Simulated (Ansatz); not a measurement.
Process, species as SMILES: O=[N] (N-O) → N atom + O atom
B3LYP-D3(BJ)/def2-TZVP geometries, fixed; electronic energies without zero-point terms.

Basis-set convergence of the atomisation energy at MP2 with Ansatz (a program for electronic structure). All functions are spherical. Cores are frozen. Open shells are unrestricted. No added dispersion term, no relativity. Functions are those of the species that has most. Reference: Hartree-Fock in aug-cc-pVQZ plus the correlation part extrapolated as X^-3 from aug-cc-pVTZ and aug-cc-pVQZ, 160.38 kcal/mol, itself unsure by roughly 1.16 kcal/mol (a third of the extrapolation step and of the last Hartree-Fock step). Deviations are taken from unrounded values.

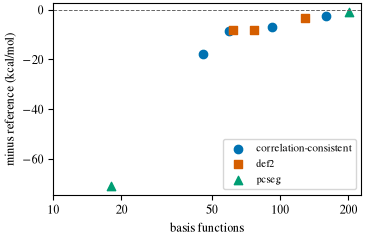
*Deviation from the reference against the number of basis functions, by family of sets.*

| basis | functions | atomisation energy (kcal/mol) | minus reference (kcal/mol) |
|---|---|---|---|
| pcseg-0 | 18 | 89.50 | -70.88 |
| aug-cc-pVDZ | 46 | 142.42 | -17.96 |
| cc-pVTZ | 60 | 151.64 | -8.73 |
| def2-TZVPP | 62 | 151.97 | -8.40 |
| def2-TZVPPD | 77 | 152.32 | -8.06 |
| aug-cc-pVTZ | 92 | 153.20 | -7.17 |
| def2-QZVPPD | 129 | 156.91 | -3.47 |
| aug-cc-pVQZ | 160 | 157.69 | -2.69 |
| pcseg-4 | 202 | 159.41 | -0.97 |
